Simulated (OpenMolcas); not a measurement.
# triplet InSiNH6 at 6 levels

We compute a comparison of 6 runs (UHF/3-21G, UHF/def2-SVP, U-r2SCAN/def2-SVP, U-revPBE/def2-SVP, UTPSS/def2-SVP, ROCCSD(T)/def2-SVP) of triplet InSiNH6. 

The results are computed with OpenMolcas 26.06.

## (1) The structure to begin with

The species is InSiNH6 (9 atoms), meant as a triplet with charge 0. As SMILES of the parent species, `N[SiH2][InH2]`. Geometry: relaxed at PBE0-D4/def2-TZVP. This is one conformer, not always the lowest. That shape belongs to the parent species and isn't relaxed for this state.

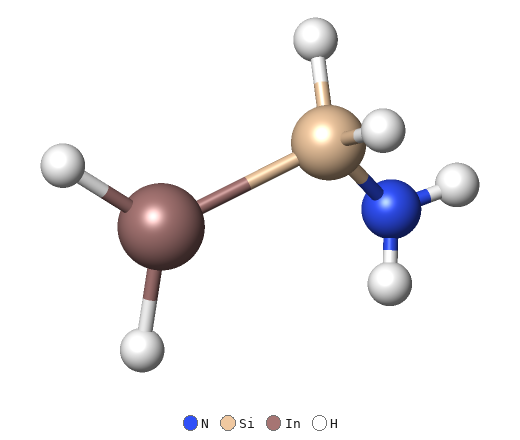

The structure, seen from a chosen angle (nitrogen blue, silicon light orange, indium brown, hydrogen white).

## (2) A single-point energy at UHF/3-21G (run 1)

The input, mol.xyz:

```xyz
9

N     -0.891500     0.591400    -1.336400
Si     0.373800     0.744000    -0.168700
In     0.267200    -1.255400     1.446100
H     -1.095600    -0.314200    -1.726600
H     -1.035700     1.316000    -2.022500
H      0.170000     2.036500     0.545200
H      1.758900     0.832100    -0.740700
H     -0.551200    -2.716800     0.991900
H      1.004100    -1.233700     3.011600
```

The input, job.inp:

```
>>> EXPORT MOLCAS_PRINT=2

&GATEWAY
 BasLib
 $CurrDir
 Coord
 mol.xyz
 Basis
 3-21G
 Group
 NoSym

&SEWARD

&SCF
 UHF
 Spin
 3
 Thresholds
 1e-10 1e-07 1e-07 1e-05
 PrOrbitals
 0
```

The basis set 3-21G is read from a file made from the Basis Set Exchange's data (not shown).

The run is started by

```bash
export MOLCAS_MEM=1860
pymolcas job.inp > job.log
```

The log of the run:

```text
--- Start Module: gateway ---
[...]
--- Stop Module: gateway /rc=_RC_ALL_IS_WELL_ ---
--- Start Module: seward ---
[...]
      Basis functions           65
--- Stop Module: seward /rc=_RC_ALL_IS_WELL_ ---
[...]
--- Start Module: scf ---
[...]
       Convergence after  43 Iterations
[...]
::    Total SCF energy                              -6059.6038637793
[...]
      Total spin, S                                     1.0027549299
[...]
      Total electronic charge=   76.000000
      Total            charge=   -0.000000
[...]
      Dipole Moment (debye):
      Origin of the operator (angstrom)=    0.1776   -0.7073    0.8764
                   X=  1.9521E-01               Y=  3.2503E+00               Z= -4.4381E+00           Total=  5.5045E+00
      Quadrupole Moment (debye*angstrom):
[...]
--- Stop Module: scf /rc=_RC_ALL_IS_WELL_ ---
[...]
```

Run time: 10 s. Hardware: 1 thread of AMD EPYC 7R43 (Zen 3), shared host; peak memory 0.4 GiB.

## (3) A single-point energy at UHF/def2-SVP (core potential) (run 2)

The input, struct.xyz:

```xyz
9

N     -0.891500     0.591400    -1.336400
Si     0.373800     0.744000    -0.168700
In     0.267200    -1.255400     1.446100
H     -1.095600    -0.314200    -1.726600
H     -1.035700     1.316000    -2.022500
H      0.170000     2.036500     0.545200
H      1.758900     0.832100    -0.740700
H     -0.551200    -2.716800     0.991900
H      1.004100    -1.233700     3.011600
```

The input, mol.inp:

```
&GATEWAY
 BasLib=$CurrDir
 Coord=struct.xyz
 Basis=def2-SVP
 Group=NoSym

&SEWARD

&SCF
 UHF
 Spin=3
 Thresholds=1e-10 1e-07 1e-07 1e-05
 PrOrbitals=0
```

The basis set def2-SVP is read from a file made from the Basis Set Exchange's data (not shown).

The run is started by

```bash
export MOLCAS_MEM=1860
pymolcas mol.inp > mol.log
```

The log of the run:

```text
--- Start Module: gateway ---
[...]
--- Stop Module: gateway /rc=_RC_ALL_IS_WELL_ ---
--- Start Module: seward ---
[...]
      Basis functions           88
--- Stop Module: seward /rc=_RC_ALL_IS_WELL_ ---
[...]
--- Start Module: scf ---
[...]
       Convergence after  71 Iterations
[...]
::    Total SCF energy                               -535.8116422016
[...]
      Total spin, S                                     1.0030882473
[...]
      Total electronic charge=   48.000000
      Total            charge=   -0.000000
[...]
      Dipole Moment (debye):
      Origin of the operator (angstrom)=    0.1776   -0.7073    0.8764
                   X=  4.3986E-04               Y=  2.8467E+00               Z= -3.9026E+00           Total=  4.8306E+00
      Quadrupole Moment (debye*angstrom):
[...]
--- Stop Module: scf /rc=_RC_ALL_IS_WELL_ ---
[...]
```

Wall time 38 s (1 thread of AMD EPYC 7R43 (Zen 3), shared host); peak memory 0.48 GiB.

Runs 3 to 4 aren't shown in full; the table further down has their settings and results.

## (4) A single-point energy at UTPSS/def2-SVP (core potential) (run 5)

The input, run.inp:

```
&GATEWAY
BASLIB=$CurrDir
BASISSET
N.def2-SVP....
N1 -0.891500 0.591400 -1.336400 angstrom
End of Basis
BASISSET
Si.def2-SVP....
Si2 0.373800 0.744000 -0.168700 angstrom
End of Basis
BASISSET
In.def2-SVP....
In3 0.267200 -1.255400 1.446100 angstrom
End of Basis
BASISSET
H.def2-SVP....
H4 -1.095600 -0.314200 -1.726600 angstrom
H5 -1.035700 1.316000 -2.022500 angstrom
H6 0.170000 2.036500 0.545200 angstrom
H7 1.758900 0.832100 -0.740700 angstrom
H8 -0.551200 -2.716800 0.991900 angstrom
H9 1.004100 -1.233700 3.011600 angstrom
End of Basis
&SEWARD
GRIDINPUT
Grid=UltraFine
End of Grid
&SCF
UHF
SPIN=3
KSDFT=2
1.0 MGGA_X_TPSS
1.0 MGGA_C_TPSS
THRESHOLDS=1e-10 1e-07 1e-07 1e-05
PRORBITALS=1 1
```

The basis set def2-SVP is read from a file made from the Basis Set Exchange's data (not shown).

The run is started by

```bash
export MOLCAS_MEM=1860
pymolcas run.inp > run.log
```

The log of the run:

```text
--- Start Module: gateway ---
[...]
--- Stop Module: gateway /rc=_RC_ALL_IS_WELL_ ---
--- Start Module: seward ---
[...]
      Basis functions           88
--- Stop Module: seward /rc=_RC_ALL_IS_WELL_ ---
[...]
--- Start Module: scf ---
[...]
       Convergence after  30 Iterations
[...]
::    Total KS-DFT energy                            -537.6737291479
[...]
      Total spin, S                                     1.0010515494
[...]
      Total electronic charge=   48.000000
      Total            charge=   -0.000000
[...]
      Dipole Moment (debye):
      Origin of the operator (angstrom)=    0.1776   -0.7073    0.8764
                   X= -4.6242E-01               Y=  2.4471E+00               Z= -4.0992E+00           Total=  4.7964E+00
      Quadrupole Moment (debye*angstrom):
[...]
--- Stop Module: scf /rc=_RC_ALL_IS_WELL_ ---
[...]
```

Run time: 2 min. Hardware: 1 thread of AMD EPYC 7R43 (Zen 3), shared host; peak memory 0.48 GiB.

## (5) A single-point energy at ROCCSD(T)/def2-SVP (core potential) (run 6)

The input, calc.input:

```
&GATEWAY
BasLib
$CurrDir
Coord
9
angstrom
N       -0.891500       0.591400      -1.336400
Si       0.373800       0.744000      -0.168700
In       0.267200      -1.255400       1.446100
H       -1.095600      -0.314200      -1.726600
H       -1.035700       1.316000      -2.022500
H        0.170000       2.036500       0.545200
H        1.758900       0.832100      -0.740700
H       -0.551200      -2.716800       0.991900
H        1.004100      -1.233700       3.011600
Basis
def2-SVP
Group
NoSym
&SEWARD
&SCF
UHF
Spin
3
Thresholds
1e-10 1e-07 1e-07 1e-05
PrOrbitals
0
&RASSCF
FileOrb
$Project.UnaOrb
Spin
3
Nactel
2 0 0
Inactive
23
Ras2
2
OutOrbitals
Canonical
OrbListing
Nothing
&MOTRA
JobIph
Frozen
10
&CCSDT
CCT
Triples
3
Iterations
80
Accuracy
1e-08
Extrapolation
5 4
```

The basis set def2-SVP is read from a file made from the Basis Set Exchange's data (not shown).

The run is started by

```bash
export MOLCAS_MEM=1860
pymolcas calc.input > calc.log
```

The log of the run:

```text
--- Start Module: gateway ---
[...]
--- Stop Module: gateway /rc=_RC_ALL_IS_WELL_ ---
[...]
      Basis functions           88
[...]
       Convergence after  71 Iterations
[...]
::    Total SCF energy                               -535.8116422016
[...]
      Total spin, S                                     1.0030882473
[...]
      Number of active orbitals                  2
[...]
      Spin quantum number                      1.0
[...]
      Active orbitals                            2
[...]
      Number of CSFs                             1
[...]
      Number of root(s) required                 1
[...]
      Convergence after  9 iterations
[...]
      printout of CI-coefficients larger than  0.05 for root  1
      energy=    -535.808848
      conf/sym  11     Coeff  Weight
             1  uu   1.00000 1.00000
      Natural orbitals and occupation numbers for root  1
      sym 1:   1.000000   1.000000
      ************************************************************************************************************************
      *                                                    Final results                                                     *
[...]
::    RASSCF root number  1 Total energy:   -535.80884839
[...]
      Total electronic charge=   48.000000
      Total            charge=   -0.000000
[...]
      Dipole Moment (debye):
      Origin of the operator (angstrom)=    0.1776   -0.7073    0.8764
                   X= -3.9789E-03               Y=  2.8068E+00               Z= -3.8551E+00           Total=  4.7686E+00
      Quadrupole Moment (debye*angstrom):
[...]
--- Start Module: motra ---
[...]
      Convergence after                    21  Iterations
      Total energy (diff) :    -536.21939091      -0.00000000
[...]
 METHOD                       : CCSD+T(CCSD)+<T3(1)WT1>+<T3(1)UT2> = CCSD(T)
[...]
       CCSD     =      -536.2193909117409
[...]
```

It took 2.1 min on 1 thread of AMD EPYC 7R43 (Zen 3), shared host; peak memory 0.48 GiB.

## (6) Overview of the runs

| run | level | integration grid | frozen core orbitals | energy (Eh) | dipole moment (D) | HOMO energy (eV) | ⟨S²⟩ | wall time |
| --- | --- | --- | --- | --- | --- | --- | --- | --- |
| 1 | UHF/3-21G | – | – | -6059.603864 | 5.50 | -5.33 | 2.008 | 10 s |
| 2 | UHF/def2-SVP (core potential) | – | – | -535.811642 | 4.83 | -5.55 | 2.009 | 38 s |
| 3 | U-r2SCAN/def2-SVP (core potential) | UltraFine | – | -537.726125 | 4.64 | -3.20 | 2.005 | 1.8 min |
| 4 | U-revPBE/def2-SVP (core potential) | UltraFine | – | -537.686377 | 4.73 | -2.84 | 2.003 | 75 s |
| 5 | UTPSS/def2-SVP (core potential) | UltraFine | – | -537.673729 | 4.80 | -2.92 | 2.003 | 2 min |
| 6 | ROCCSD(T)/def2-SVP (core potential) | – | 10 | -536.231201 | – | – | – | 2.1 min |

## (7) What came out

| quantity | value |
| --- | --- |
| run 6: total energy | -536.23120 Eh |
| run 6: (T) correction | -11.81 mEh |

Over runs 1, 2, 3, 4, 5 the dipole moment (its size) runs from 4.64 D (U-r2SCAN/def2-SVP) to 5.50 D (UHF/3-21G). The two ends differ in method and basis and core potential. Totals of different functionals can't be ranked against each other. Some runs of one species differ in core potentials or relativity; totals across that change don't compare. In run 1 relativity is left out where basis or elements ask for it. All runs together took 7.9 min, the longest 2.1 min.
